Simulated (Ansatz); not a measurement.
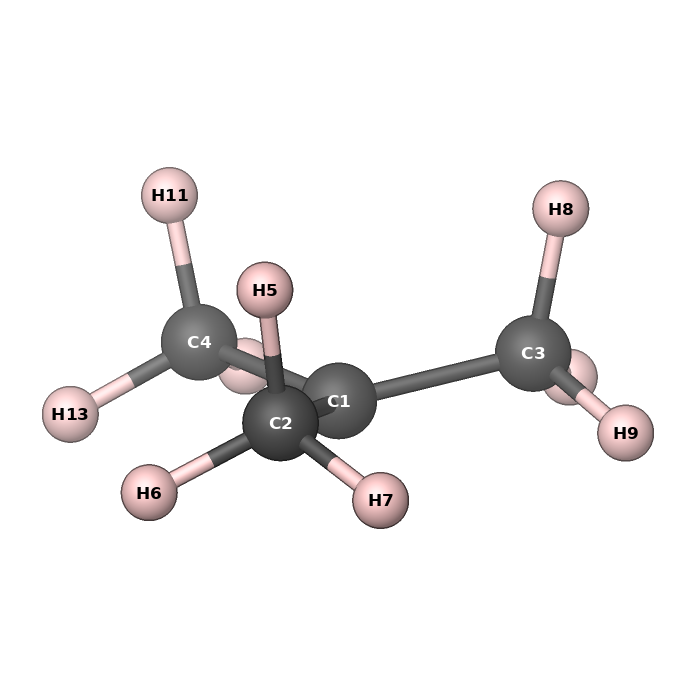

Figure made from data computed with Ansatz.

C1 lies behind C2. The molecule seen a little off the C2–C1 bond, C2 in front. Distant atoms are faded towards the background colour. Charge 0, doublet. Geometry: a fixed input geometry, not necessarily a minimum.

Question: What is the torsion angle H5–C2–C1–C3? The sign is positive where the front bond must turn clockwise to cover the back bond.

Answer: 76°, synclinal (gauche).
